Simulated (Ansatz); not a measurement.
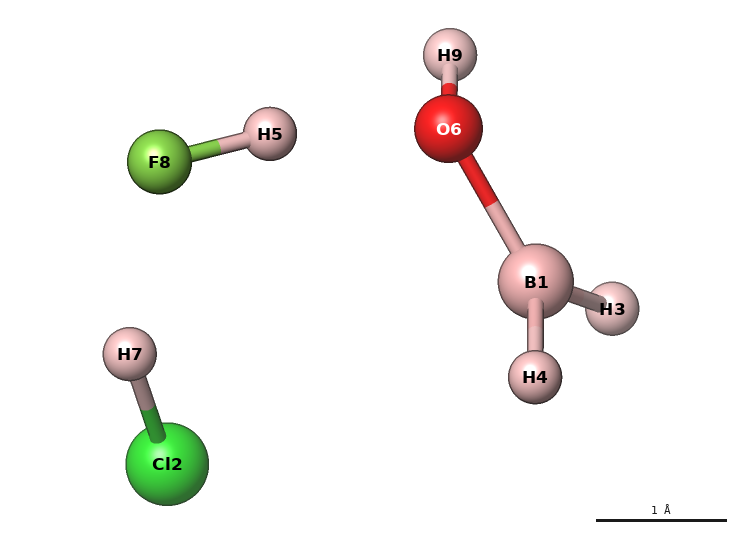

The computed structure is the end point of a PBE0-D4/def2-TZVP optimisation.

Find the hydrogen bonds (donors O, N, F, S or Cl) and give their geometry.

```
    D–H···A  D–H (Å)  H···A (Å)  angle (°)            kind
 F8–H5···O6     0.95       1.64        165  intermolecular
Cl2–H7···F8     1.30       1.88        157  intermolecular
```
